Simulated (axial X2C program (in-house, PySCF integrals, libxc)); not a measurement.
# SnCN⁺: bond lengths and stretches, held linear

How do method and spin–orbit coupling move the bonds and stretches of SnCN⁺, held linear?

Program: an in-house X2C program for linear molecules on PySCF integrals. Level of theory: all-electron X2C, two-component (2c) or spin-free, Sn dyall-v3z, C dyall-v3z, N dyall-av3z. These are calculated values, not measurements.

All values are calculated.

1 further run of the same task is left out (set aside as unsound or not needed).

### Step 1. Input

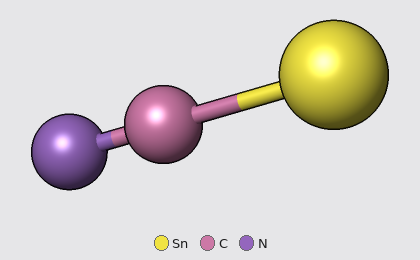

The atoms on one line, bonds 2.100 and 1.160 Å (tin yellow, carbon pink, nitrogen purple).

The input, task.json:

```json
{"zs": [50, 6, 7], "q": 1, "bas": ["dyall-v3z", "dyall-v3z", "dyall-av3z"], "r0": [2.1, 1.16], "symm": 0, "scan": ["PBE0", "HF", "TPSSh"], "levels": ["PBE0", "HF", "PBE"], "nst": 2}
```

Keys: zs atomic numbers; q charge; bas basis sets; r0 starting distance in Å; symm equal bonds; scan levels of the two-bond scan (MP2 follows by itself at each HF point); levels methods; nst determinants followed.

The run is started by

```console
$ python solin.py task.json out
```

Masses Sn 119.902, C 12.000, N 14.003 u.

### Step 2. Scan at PBE0, 2c

State: Ω = 0 (all partner blocks equally filled). Energies above the lowest point, from the job's result record:

```csv
r(Sn–C) (Å),r(C–N) (Å),E (meV)
2.0631,1.1310,69.19
2.0631,1.1600,21.75
2.0631,1.1890,72.02
2.1160,1.1310,47.35
2.1160,1.1600,0.00
2.1160,1.1890,50.29
2.1160,1.2180,181.30
2.1689,1.1310,69.16
2.1689,1.1600,21.90
2.1689,1.1890,72.21
2.2218,1.1600,79.05
2.2218,1.2180,260.30
```

A quadratic surface with cubic terms in each bond gives the minimum at 2.114 and 1.159 Å, force constants 2.51, 18.7 and coupling 0.00 mdyn/Å.

### Step 3. Scan at HF, 2c

State: Ω = 0 (all partner blocks equally filled). Energies above the lowest point, from the job's result record:

```csv
r(Sn–C) (Å),r(C–N) (Å),E (meV)
2.0631,1.1310,27.65
2.0631,1.1600,75.57
2.0631,1.1890,224.87
2.1160,1.1310,0.00
2.1160,1.1600,48.16
2.1160,1.1890,197.62
2.1160,1.2180,431.15
2.1689,1.1310,19.15
2.1689,1.1600,67.53
2.1689,1.1890,217.17
2.2218,1.1600,124.93
2.2218,1.2180,508.42
```

A quadratic surface with cubic terms in each bond gives the minimum at 2.119 and 1.133 Å, force constants 2.65, 22.4 and coupling 0.02 mdyn/Å.

### Step 4. Scan at TPSSh, 2c

State: Ω = 0 (all partner blocks equally filled). Energies above the lowest point, from the job's result record:

```csv
r(Sn–C) (Å),r(C–N) (Å),E (meV)
2.0631,1.1310,96.45
2.0631,1.1600,29.07
2.0631,1.1890,58.28
2.1160,1.1310,67.44
2.1160,1.1600,0.00
2.1160,1.1890,29.09
2.1160,1.2180,137.88
2.1689,1.1310,82.03
2.1689,1.1600,14.53
2.1689,1.1890,43.49
2.2218,1.1600,64.32
2.2218,1.2180,201.52
```

A quadratic surface with cubic terms in each bond gives the minimum at 2.123 and 1.165 Å, force constants 2.43, 17.8 and coupling -0.01 mdyn/Å.

### Step 5. Comparison

| level | r(Sn–C) (Å) | r(C–N) (Å) | lower stretch (cm⁻¹) | upper stretch (cm⁻¹) |
| --- | --- | --- | --- | --- |
| PBE0, 2c | 2.114 | 1.159 | 438.0 | 2262.7 |
| HF, 2c | 2.119 | 1.133 | 450.9 | 2464.8 |
| TPSSh, 2c | 2.123 | 1.165 | 430.3 | 2209.1 |
| MP2, 2c | 2.104 | 1.184 | 442.3 | 2023.1 |
| PBE0, spin-free | 2.115 | 1.159 | 438.6 | 2262.7 |
| HF, spin-free | 2.120 | 1.133 | 450.9 | 2464.7 |
| TPSSh, spin-free | 2.123 | 1.165 | 431.0 | 2209.0 |
| MP2, spin-free | 2.105 | 1.184 | 442.8 | 2022.8 |

Scans not shown above were run alike.

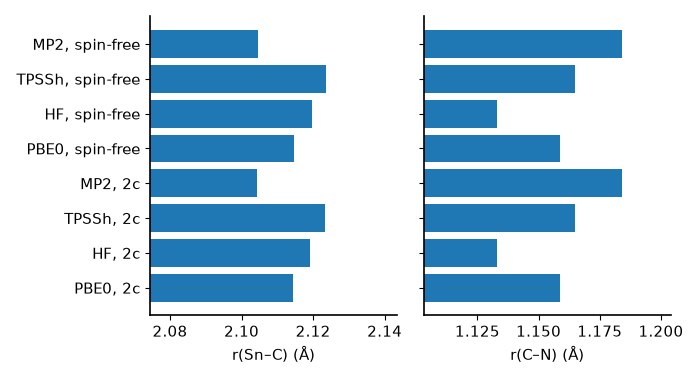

The two bond lengths by level.

What this shows: Over the levels the Sn–C bond spans 2.104 to 2.123 Å and the C–N bond 1.133 to 1.184 Å. At PBE0 spin–orbit coupling leaves both bonds unchanged to 0.001 Å. Each state is one determinant, the lowest of a limited PBE0 search; the stretches come from a fit to few points and are good to some per cent at best. The upper stretch spreads by more than a fifth over the levels, so it depends strongly on the method. MP2 freezes inner shells (threshold -2 hartree). The molecule was held linear; bending was not examined, so a bent shape may lie lower.
